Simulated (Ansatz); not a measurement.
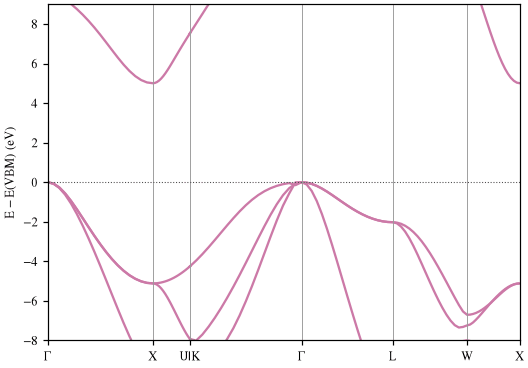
Band structure from plane-wave PAW r²SCAN (Ansatz code)

Read off the gap and where the band edges lie.

About 5.0 eV (5.00 eV by a search for the band edges); maximum at Γ, minimum at X.

The material is BN (zinc blende, F-43m).

The r²SCAN relaxation kept the symmetry of its start; phonons on a q-mesh show no instability.

Potentials: the later of the program's two PAW sets.
